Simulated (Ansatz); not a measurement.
WHClF5: geometry relaxation

The run: geometry relaxation of WHClF5, multiplicity 2. Method and program: UKS PBE/def2-SVP (Ansatz 0.2.0).

It belongs to a series of runs on one base structure; here: end point B relaxed. Figures and captions count atoms from 1; the log counts them from 0 in places.

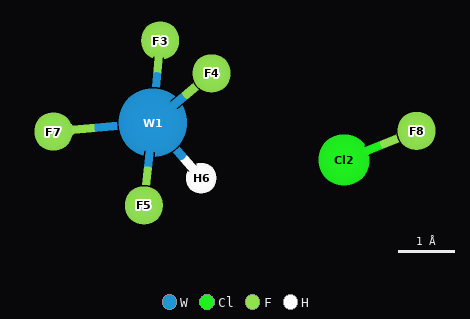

*The input geometry (ball-and-stick view, seen at a tilt; atoms are numbered from 1 in the order of the input). Sticks mark near contacts.*

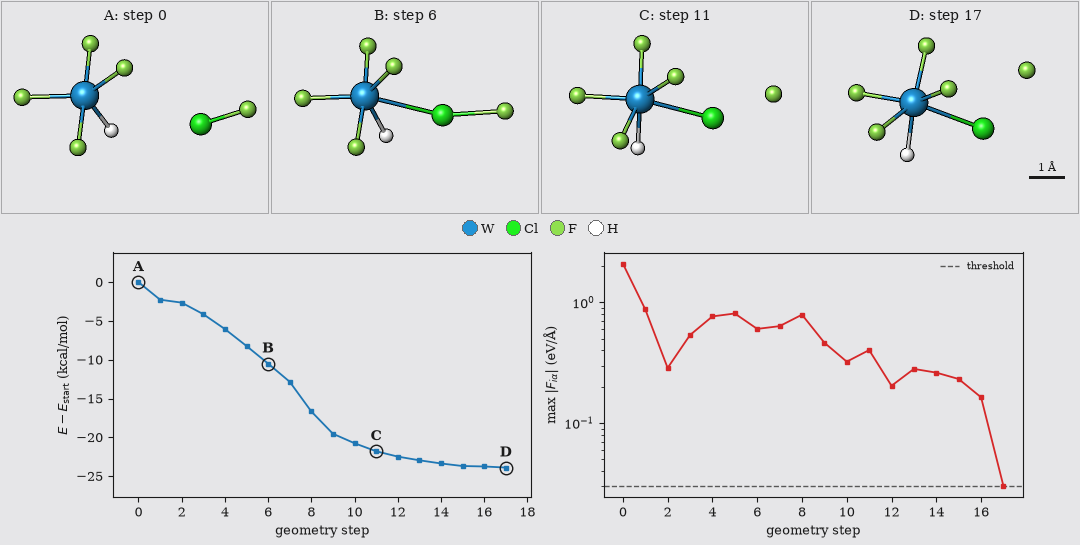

*Frames of the relaxation (ball-and-stick view, seen at a tilt) above the curves, on which the letters mark them (the first geometry is step 0 here and step 1 in the log).*

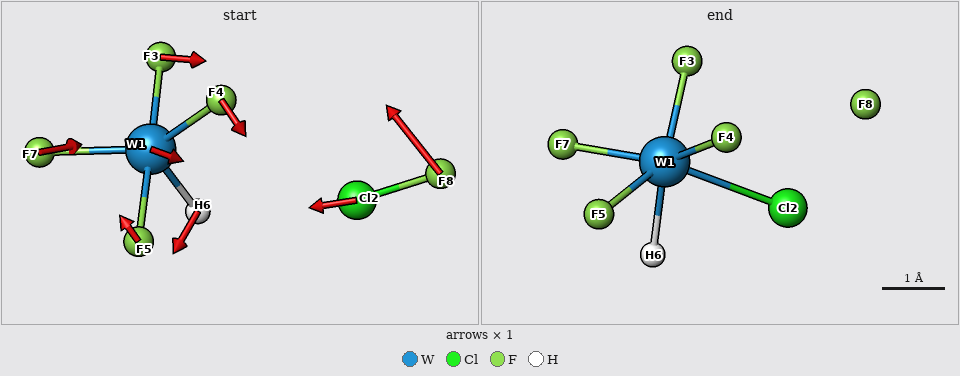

*Before (left) and after (right) the relaxation, at one scale (ball-and-stick view, seen at a tilt). The red arrows give the displacements, at true length.*

F8 moves most after the best rigid fit: 1.45 Å. By element the largest moves are F 1.45 Å, H 0.86 Å, Cl 0.81 Å, W 0.59 Å. Among the contacts that change: W1–Cl2 3.590 → 2.337 Å, Cl2–F8 1.588 → 2.174 Å, W1–F3 1.912 → 1.864 Å, W1–F5 1.912 → 1.870 Å. New bonds form: W1–Cl2 (3.59 → 2.34 Å). Bonds break: Cl2–F8 (1.59 → 2.17 Å). Among the angles that change: F3–W1–H6 91.2° → 127.3°, F3–W1–F5 179.0° → 144.2°, H6–W1–F7 107.5° → 80.6°. After 17 geometry steps the energy has fallen by 23.9 kcal/mol. Largest force component: 2.1 eV/Å at the start, 0.03 eV/Å at the end. (Atoms are counted from 1 in the order of the input.)

These pictures come from the run below.

The input:
```yaml
crystal:
  periodic: [false, false, false]
  atoms:
    - { symbol: W, position_ang: [-0.013606, 0.155312, -0.390062] }
    - { symbol: Cl, position_ang: [0.075571, -0.699873, 3.09518] }
    - { symbol: F, position_ang: [1.896707, 0.143642, -0.307698] }
    - { symbol: F, position_ang: [-0.065172, 1.720658, 0.575591] }
    - { symbol: F, position_ang: [-1.922491, 0.146509, -0.499719] }
    - { symbol: H, position_ang: [-0.097997, -1.240476, 0.562594] }
    - { symbol: F, position_ang: [0.081488, -0.378868, -2.148154] }
    - { symbol: F, position_ang: [0.0455, 0.283097, 4.342267] }
magnetization:
  spin_polarized: true
  initial_magnetization: 1
basis:
  gaussian: { orbitals: def2-SVP }
hamiltonian:
  xc: pbe
relax:
  f_tol: 0.03
  max_steps: 50
```

Command:
```bash
ansatz run input.yaml --threads 4 --pin off --max-ram 5120MiB --backend cpu --events-out ev --progress --plain --runs-dir out
```

Output:
```
The last accepted step is kept in [file] (removed where the run ends without a failure and the disk answers)
Engine: ansatz 0.2.0, x86_64-unknown-linux-gnu
Functional definition: PBE
  parameter kappa = 0.804
  parameter beta = 0.06672455060314922
  exchange = pbe_x(kappa = kappa, mu = beta*pi^2/3)
  correlation = pbe_c(beta = beta)
1300 factors; their error is unknown
mean field evaluation 1: about -27912.0866 eV, gradient 4.8e1 eV
mean field evaluation 2: about -27776.9550 eV, gradient 1.9e2 eV
mean field evaluation 4: about -27918.7761 eV, gradient 1.7e1 eV
mean field evaluation 8: about -27919.7891 eV, gradient 1.8e-1 eV
mean field evaluation 16: about -27919.7025 eV, gradient 3.8e-3 eV
mean field evaluation 32: about -27919.2192 eV, gradient 6.1e0 eV
mean field -27919.70254513 eV, -1026.0301438793 hartree, gradient 1.8e-5 eV, S^2 0.753117; 5 other end points of the search recorded, 0 dependent functions left out
the calculation of the forces begins
reference -27919.70261138 eV, -1026.0301463141 hartree; 39, 38 occupied and 86, 87 virtual orbitals, 1300 factors
relax step   1: F+E_penalty+E_count = -27919.70254513 eV  Δ(F+E_penalty+E_count) = +0.000e0 eV  max|allowed force component| = 2.101e0 eV/Å  Δτ_max = 0.0000 Å  (106 SCF iters, accepted)
these checks for a lower state are left out or cut short: starts, cluster_reference, orbital_swaps, neighbouring_geometries, increment
1300 factors; their error is unknown
mean field -27919.80058065 eV, -1026.0337466184 hartree, gradient 2.0e-5 eV, S^2 0.753103; 0 other end points of the search recorded, 0 dependent functions left out
[... from here on the field's lines of each further geometry are left out, up to the last ...]
relax step   2: F+E_penalty+E_count = -27919.80058065 eV  Δ(F+E_penalty+E_count) = -9.804e-2 eV  max|allowed force component| = 8.771e-1 eV/Å  Δτ_max = 0.1919 Å  (46 SCF iters, accepted)
relax step   3: F+E_penalty+E_count = -27919.81696025 eV  Δ(F+E_penalty+E_count) = -1.638e-2 eV  max|allowed force component| = 2.865e-1 eV/Å  Δτ_max = 0.1933 Å  (45 SCF iters, accepted)
relax step   4: F+E_penalty+E_count = -27919.88150543 eV  Δ(F+E_penalty+E_count) = -6.455e-2 eV  max|allowed force component| = 5.371e-1 eV/Å  Δτ_max = 0.1996 Å  (55 SCF iters, accepted)
relax step   5: F+E_penalty+E_count = -27919.96465934 eV  Δ(F+E_penalty+E_count) = -8.315e-2 eV  max|allowed force component| = 7.665e-1 eV/Å  Δτ_max = 0.1955 Å  (47 SCF iters, accepted)
relax step   6: F+E_penalty+E_count = -27920.05926613 eV  Δ(F+E_penalty+E_count) = -9.461e-2 eV  max|allowed force component| = 8.103e-1 eV/Å  Δτ_max = 0.1289 Å  (47 SCF iters, accepted)
relax step   7: F+E_penalty+E_count = -27920.15759241 eV  Δ(F+E_penalty+E_count) = -9.833e-2 eV  max|allowed force component| = 6.038e-1 eV/Å  Δτ_max = 0.1957 Å  (49 SCF iters, accepted)
relax step   8: F+E_penalty+E_count = -27920.25924890 eV  Δ(F+E_penalty+E_count) = -1.017e-1 eV  max|allowed force component| = 6.363e-1 eV/Å  Δτ_max = 0.1176 Å  (48 SCF iters, accepted)
relax step   9: F+E_penalty+E_count = -27920.42521245 eV  Δ(F+E_penalty+E_count) = -1.660e-1 eV  max|allowed force component| = 7.921e-1 eV/Å  Δτ_max = 0.1937 Å  (51 SCF iters, accepted)
relax step  10: F+E_penalty+E_count = -27920.54980390 eV  Δ(F+E_penalty+E_count) = -1.246e-1 eV  max|allowed force component| = 4.638e-1 eV/Å  Δτ_max = 0.1950 Å  (51 SCF iters, accepted)
relax step  11: F+E_penalty+E_count = -27920.60275357 eV  Δ(F+E_penalty+E_count) = -5.295e-2 eV  max|allowed force component| = 3.228e-1 eV/Å  Δτ_max = 0.1370 Å  (45 SCF iters, accepted)
relax step  12: F+E_penalty+E_count = -27920.64768525 eV  Δ(F+E_penalty+E_count) = -4.493e-2 eV  max|allowed force component| = 4.029e-1 eV/Å  Δτ_max = 0.2000 Å  (43 SCF iters, accepted)
relax step  13: F+E_penalty+E_count = -27920.67755477 eV  Δ(F+E_penalty+E_count) = -2.987e-2 eV  max|allowed force component| = 2.036e-1 eV/Å  Δτ_max = 0.1668 Å  (45 SCF iters, accepted)
relax step  14: F+E_penalty+E_count = -27920.69816202 eV  Δ(F+E_penalty+E_count) = -2.061e-2 eV  max|allowed force component| = 2.811e-1 eV/Å  Δτ_max = 0.1915 Å  (45 SCF iters, accepted)
relax step  15: F+E_penalty+E_count = -27920.71597421 eV  Δ(F+E_penalty+E_count) = -1.781e-2 eV  max|allowed force component| = 2.618e-1 eV/Å  Δτ_max = 0.1927 Å  (43 SCF iters, accepted)
relax step  16: F+E_penalty+E_count = -27920.73025544 eV  Δ(F+E_penalty+E_count) = -1.428e-2 eV  max|allowed force component| = 2.318e-1 eV/Å  Δτ_max = 0.1918 Å  (45 SCF iters, accepted)
relax step  17: F+E_penalty+E_count = -27920.73274485 eV  Δ(F+E_penalty+E_count) = -2.489e-3 eV  max|allowed force component| = 1.633e-1 eV/Å  Δτ_max = 0.1978 Å  (43 SCF iters, accepted)
the calculation of the forces begins
reference -27920.73892450 eV, -1026.0682301189 hartree; 39, 38 occupied and 86, 87 virtual orbitals, 1300 factors
relax step  18: F+E_penalty+E_count = -27920.73885553 eV  Δ(F+E_penalty+E_count) = -6.111e-3 eV  max|allowed force component| = 2.995e-2 eV/Å  Δτ_max = 0.0322 Å  (39 SCF iters, accepted)
1300 factors; their error is unknown
mean field evaluation 192: about -27920.7389 eV, gradient 2.1e-5 eV
mean field evaluation 224: about -27920.6992 eV, gradient 2.6e0 eV
mean field -27920.73885553 eV, -1026.0682275841 hartree, gradient 2.1e-5 eV, S^2 0.752568; 6 other end points of the search recorded, 0 dependent functions left out
the calculation of the forces begins
reference -27920.73892450 eV, -1026.0682301189 hartree; 39, 38 occupied and 86, 87 virtual orbitals, 1300 factors
Total energy: -27920.73892450 eV, -1026.0682301189 hartree
Atom 0 at    -0.112887     0.045916     0.187041 Å, force    -0.008875    -0.029948     0.024726 eV/Å
Atom 1 at     0.027934    -0.936675     2.303307 Å, force     0.008084     0.019631    -0.012005 eV/Å
Atom 2 at     1.677701     0.510882     0.414094 Å, force     0.007592     0.001448    -0.001039 eV/Å
Atom 3 at    -0.746343     1.562471     1.066626 Å, force    -0.004116     0.005678     0.002768 eV/Å
Atom 4 at    -1.642336     0.356466    -0.842344 Å, force    -0.004770     0.006981    -0.001953 eV/Å
Atom 5 at    -0.780666    -1.517997     0.196911 Å, force    -0.000764     0.002481    -0.008589 eV/Å
Atom 6 at     0.554790    -0.581527    -1.442479 Å, force     0.005939    -0.002198    -0.003621 eV/Å
Atom 7 at     1.021806     0.690463     3.346843 Å, force    -0.003089    -0.004071    -0.000286 eV/Å
Dipole moment:    -0.225425    -0.333583    -0.302826 e Å
```

Trajectory as extended XYZ (Å, eV, eV/Å), 13 of the 18 frames kept, from step=1 to step=18:
```
8
Properties=species:S:1:pos:R:3:forces:R:3 step=1 energy=-27919.70255
W    -0.0136    0.1553   -0.3901    0.0045  -0.0202  -0.0673
Cl    0.0756   -0.6999    3.0952    0.0473  -1.6049  -2.1015
F     1.8967    0.1436   -0.3077   -0.1025  -0.0191   0.0078
F    -0.0652    1.7207    0.5756   -0.0096   0.0674   0.0425
F    -1.9225    0.1465   -0.4997    0.1022  -0.0054   0.0204
H    -0.0980   -1.2405    0.5626    0.0088  -0.0378   0.0307
F     0.0815   -0.3789   -2.1482   -0.0001   0.0009  -0.0166
F     0.0455    0.2831    4.3423   -0.0506   1.6192   2.0839
8
Properties=species:S:1:pos:R:3:forces:R:3 step=2 energy=-27919.80058
W    -0.0130    0.1457   -0.3800   -0.0068   0.1314   0.0558
Cl    0.0667   -0.5646    2.9594    0.0229  -0.5468  -0.8771
F     1.8936    0.1268   -0.2945   -0.0289  -0.0301  -0.0241
F    -0.0655    1.7116    0.5887   -0.0372   0.0236  -0.1194
F    -1.9187    0.1356   -0.4842    0.0384   0.0102   0.0230
H    -0.0907   -1.2546    0.5744   -0.0014  -0.0463   0.1200
F     0.0802   -0.3833   -2.1403    0.0317   0.0039   0.0134
F     0.0474    0.2128    4.4064   -0.0187   0.4541   0.8084
8
Properties=species:S:1:pos:R:3:forces:R:3 step=4 energy=-27919.88151
W    -0.0150    0.1627   -0.3279    0.0065   0.0201   0.5371
Cl    0.1095   -0.5821    2.7433    0.0204   0.2474   0.1050
F     1.8870    0.1186   -0.2472   -0.1185  -0.0830  -0.0871
F    -0.0786    1.7981    0.5257   -0.1151  -0.0436  -0.2039
F    -1.9158    0.1486   -0.4274    0.1407   0.0452   0.0173
H    -0.0892   -1.2084    0.7028   -0.0266  -0.0020  -0.0580
F     0.0878   -0.4444   -2.0644    0.0812   0.0304   0.0358
F     0.0144    0.1370    4.3250    0.0114  -0.2145  -0.3462
8
Properties=species:S:1:pos:R:3:forces:R:3 step=5 energy=-27919.96466
W    -0.0164    0.1621   -0.2713    0.0439   0.1968   0.7665
Cl    0.1503   -0.5095    2.5665   -0.0102   0.0490  -0.1078
F     1.8826    0.0994   -0.1997   -0.2502  -0.0891  -0.1372
F    -0.0937    1.8329    0.5155   -0.1332   0.0202  -0.2196
F    -1.9135    0.1548   -0.3773    0.2608   0.0239   0.0041
H    -0.0996   -1.2078    0.7620   -0.0564  -0.1506  -0.0865
F     0.0992   -0.4729   -1.9985    0.1100  -0.0179  -0.0424
F    -0.0089    0.0711    4.2328    0.0354  -0.0323  -0.1771
8
Properties=species:S:1:pos:R:3:forces:R:3 step=7 energy=-27920.15759
W    -0.0046    0.1705   -0.1004    0.2291  -0.0919   0.2808
Cl    0.1345   -0.5011    2.2484    0.1630  -0.2068   0.5309
F     1.8800    0.0858   -0.0818   -0.1167   0.0676  -0.1400
F    -0.1525    1.9088    0.5425   -0.0894   0.1574   0.0940
F    -1.8836    0.1597   -0.2612    0.1069  -0.0207  -0.0991
H    -0.1748   -1.3603    0.7222   -0.2323  -0.0673  -0.6038
F     0.1553   -0.4723   -1.8306   -0.0339  -0.1061  -0.1600
F     0.0458    0.1388    3.9909   -0.0266   0.2678   0.0971
8
Properties=species:S:1:pos:R:3:forces:R:3 step=8 energy=-27920.25925
W     0.0169    0.1695   -0.0643    0.1477  -0.4964   0.3671
Cl    0.1455   -0.5538    2.2508    0.1560   0.0461   0.2452
F     1.8982    0.1169   -0.0877   -0.0622   0.0896  -0.0676
F    -0.1692    1.9074    0.5914   -0.0613   0.0391   0.0496
F    -1.8563    0.1473   -0.2540    0.0105   0.0762  -0.1109
H    -0.2580   -1.3979    0.6480   -0.1333   0.0356  -0.6363
F     0.1638   -0.4766   -1.8012   -0.0500   0.0093  -0.0152
F     0.0591    0.2172    3.9471   -0.0074   0.2006   0.1680
8
Properties=species:S:1:pos:R:3:forces:R:3 step=9 energy=-27920.42521
W     0.0361    0.1447   -0.0032   -0.0642  -0.7921   0.2450
Cl    0.1789   -0.5740    2.2599    0.1204   0.0177  -0.1353
F     1.9114    0.1493   -0.0822   -0.1779   0.1269  -0.0259
F    -0.1990    1.8870    0.6485   -0.0303  -0.0108   0.0739
F    -1.8298    0.1582   -0.2617    0.2065   0.1330  -0.0611
H    -0.3462   -1.4719    0.4921   -0.0414   0.1922  -0.4989
F     0.1686   -0.4753   -1.7565   -0.0174   0.0574   0.0389
F     0.0801    0.3119    3.9329    0.0043   0.2757   0.3634
8
Properties=species:S:1:pos:R:3:forces:R:3 step=11 energy=-27920.60275
W     0.0317    0.0487    0.0618   -0.2627   0.3228  -0.1568
Cl    0.2300   -0.6428    2.3034   -0.0427  -0.1746  -0.2826
F     1.8874    0.2265   -0.0610   -0.2068  -0.0102   0.0346
F    -0.2406    1.7651    0.7937    0.0733  -0.2502   0.0462
F    -1.7912    0.2327   -0.3526    0.3059  -0.0813   0.0619
H    -0.4560   -1.5895    0.2302    0.0159   0.1035   0.1462
F     0.1854   -0.4493   -1.7329    0.0846  -0.0239   0.1605
F     0.1534    0.5385    3.9875    0.0325   0.1139  -0.0099
8
Properties=species:S:1:pos:R:3:forces:R:3 step=12 energy=-27920.64768
W    -0.0025    0.0426    0.0675    0.1187  -0.3559   0.3309
Cl    0.2069   -0.7178    2.2750   -0.0047  -0.2045  -0.0243
F     1.8372    0.2804    0.0091    0.2912   0.0860   0.0102
F    -0.2974    1.6718    0.9186   -0.0679   0.4029   0.1159
F    -1.7700    0.2682   -0.4458   -0.3586   0.0440  -0.1988
H    -0.5271   -1.5763    0.2347    0.0146   0.0481   0.0024
F     0.2683   -0.4729   -1.6997   -0.0249  -0.0852  -0.2231
F     0.2846    0.6339    3.8705    0.0315   0.0647  -0.0132
8
Properties=species:S:1:pos:R:3:forces:R:3 step=14 energy=-27920.69816
W    -0.0525    0.0260    0.1242    0.1267   0.2811  -0.1628
Cl    0.1713   -0.8824    2.2658   -0.0179   0.1028   0.0609
F     1.7766    0.3951    0.1807   -0.0516  -0.0388  -0.0281
F    -0.4556    1.6207    1.0172   -0.0946  -0.1356  -0.0393
F    -1.7385    0.3252   -0.6326    0.1589  -0.0274   0.0824
H    -0.6545   -1.5545    0.2075   -0.1012  -0.1244  -0.0102
F     0.3893   -0.5305   -1.6103   -0.0372   0.0329   0.2004
F     0.5639    0.7304    3.6776    0.0169  -0.0906  -0.1032
8
Properties=species:S:1:pos:R:3:forces:R:3 step=15 energy=-27920.71597
W    -0.0694    0.0344    0.1491   -0.0613   0.1385  -0.2161
Cl    0.1334   -0.9170    2.2698   -0.0054   0.0978   0.0442
F     1.7532    0.4363    0.2662   -0.1373  -0.0347  -0.0318
F    -0.5636    1.6013    1.0475   -0.0074  -0.2100  -0.1188
F    -1.7117    0.3326   -0.7108    0.2564  -0.0024   0.1240
H    -0.7198   -1.5367    0.1923    0.0033  -0.0011   0.0174
F     0.4540   -0.5565   -1.5545   -0.0561   0.0975   0.2618
F     0.7239    0.7357    3.5704    0.0078  -0.0856  -0.0806
8
Properties=species:S:1:pos:R:3:forces:R:3 step=17 energy=-27920.73275
W    -0.1065    0.0394    0.1926   -0.1070   0.0748  -0.1633
Cl    0.0015   -0.9276    2.3130    0.0706  -0.0172  -0.0091
F     1.6873    0.5081    0.4169   -0.0939  -0.0652   0.0266
F    -0.7417    1.5527    1.0747   -0.0199   0.0447  -0.0500
F    -1.6497    0.3347   -0.8303    0.1263   0.0515   0.0776
H    -0.7917   -1.5175    0.1667    0.0884  -0.0421   0.0913
F     0.5618   -0.5656   -1.4479   -0.0254   0.0048   0.0606
F     1.0390    0.7059    3.3443   -0.0392  -0.0514  -0.0339
8
Properties=species:S:1:pos:R:3:forces:R:3 step=18 energy=-27920.73886
W    -0.1129    0.0459    0.1870   -0.0089  -0.0299   0.0247
Cl    0.0279   -0.9367    2.3033    0.0081   0.0196  -0.0120
F     1.6777    0.5109    0.4141    0.0076   0.0014  -0.0010
F    -0.7463    1.5625    1.0666   -0.0041   0.0057   0.0028
F    -1.6423    0.3565   -0.8423   -0.0048   0.0070  -0.0020
H    -0.7807   -1.5180    0.1969   -0.0008   0.0025  -0.0086
F     0.5548   -0.5815   -1.4425    0.0059  -0.0022  -0.0036
F     1.0218    0.6905    3.3468   -0.0031  -0.0041  -0.0003
```

Key numbers:

- outcome: converged
- total energy: −27920.7389 eV
- mean-field energy: −27920.7389 eV
- ⟨S²⟩: 0.753
- largest force (length of the vector) at the end: 0.040 eV/Å
- hardware: 4 threads of AMD EPYC (Zen 3), 24 GiB of memory available, shared host
- wall time: 52 s (CPU time 3.2 min)
- peak memory: 0.27 GiB
